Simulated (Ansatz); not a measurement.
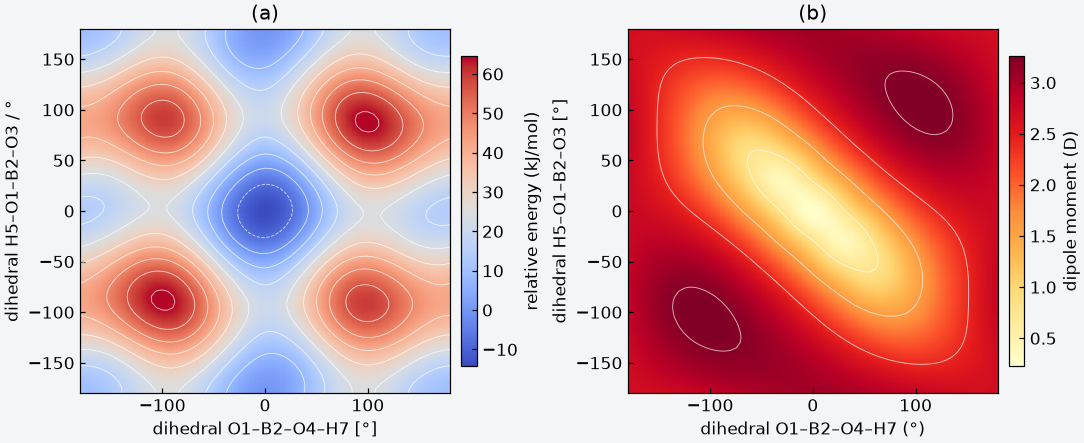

BH₃O₃, SMILES OB(O)O. 
- The first coordinate is: dihedral O1–B2–O4–H7; the second: dihedral H5–O1–B2–O3.
- Nothing is relaxed (all other coordinates rigid).
- The grid has 12 × 12 points; 125 points were computed and 19 follow by symmetry.
- All energies are given in kJ/mol relative to the relaxed molecule at the same level.
- All numbers below come from RKS PBE0-D4/def2-TZVP (Ansatz 0.2.0).

Panel (a) is the energy and panel (b) the computed dipole moment on the same grid.

The picture shows a smooth colour map with a few white contour lines. Between grid points the surface is interpolated.

> How does the dipole moment vary over the map, and what is it at the lowest grid point?

Leaving out the highest fifth of the energies, it runs from 0.23 D at dihedral O1–B2–O4–H7 = 0°, dihedral H5–O1–B2–O3 = 0° to 3.15 D at dihedral O1–B2–O4–H7 = −60°, dihedral H5–O1–B2–O3 = −120°. At the lowest grid point, dihedral O1–B2–O4–H7 = 0°, dihedral H5–O1–B2–O3 = 0°, it is 0.23 D.
